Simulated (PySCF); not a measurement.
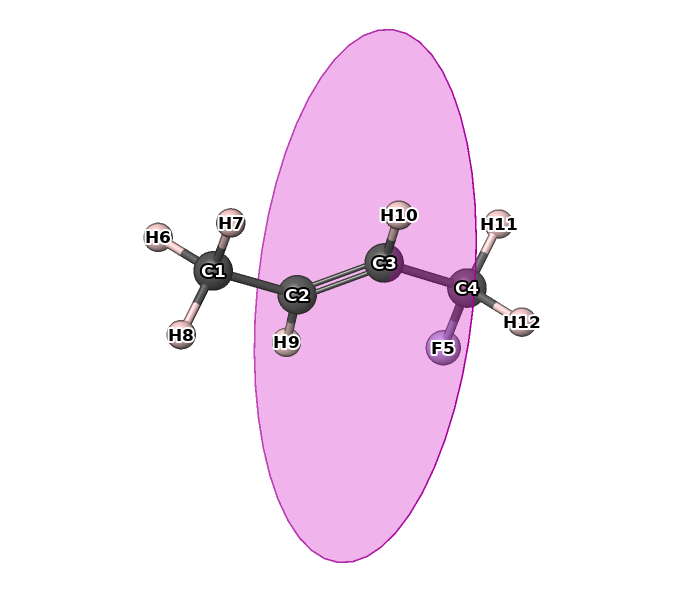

A disc through the centre of mass is drawn in. Depth is shown by fading: the farther an atom, the more it takes the colour of the background. Computed geometry: PBE0-D3(BJ)/def2-SVP optimisation. No frequency run is at hand to confirm it as a minimum.

Question: Is the plane of the disc a mirror plane of the structure?

Answer: No. The point group is Cs, with 1 mirror plane, and this plane isn't one of its mirror planes.
